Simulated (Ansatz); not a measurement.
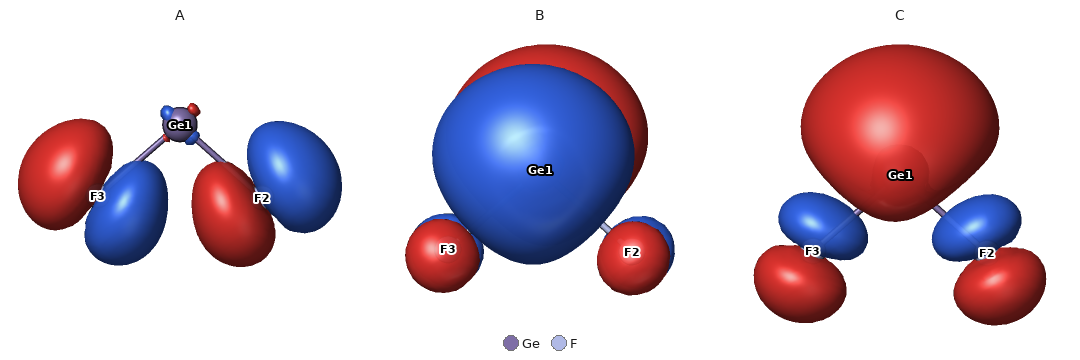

Figure. F2Ge. Three frontier orbitals at ±0.1 Å⁻³ᐟ² (red and blue are the two phases), in no order.

Geometry: PBE0-D4/def2-TZVP.

These are results of Ansatz, RKS PBE0-D4/def2-TZVP, not measurements.

```yaml
atoms:
  - { symbol: Ge, position_ang: [0.2561, -0.5921, 0.4194] }
  - { symbol: F, position_ang: [-0.7688, 0.7578, 0.8334] }
  - { symbol: F, position_ang: [0.5128, -0.1657, -1.2528] }
```

Question: Order the three orbitals by energy and name them.

Answer: A is the HOMO−1 (−11.18 eV). By Hirshfeld shares it lies mainly on F2 (about 45 %) and F3 (about 45 %); it is symmetric in the molecular plane (an in-plane orbital: σ, lone-pair or in-plane π type); largely a combination of lone pairs on F2 and F3. C is the HOMO (−8.94 eV). Its weight (Hirshfeld) is mainly on Ge1 (about 65 %), F2 (about 15 %) and F3 (about 15 %); it is symmetric in the molecular plane (an in-plane orbital: σ, lone-pair or in-plane π type). B is the LUMO (−2.58 eV). It lies mainly on Ge1 (about 85 %), F2 (about 5 %) and F3 (about 5 %); it changes sign across the molecular plane (π type).

Question: What is the HOMO–LUMO gap?

Answer: 6.36 eV between the orbital energies.
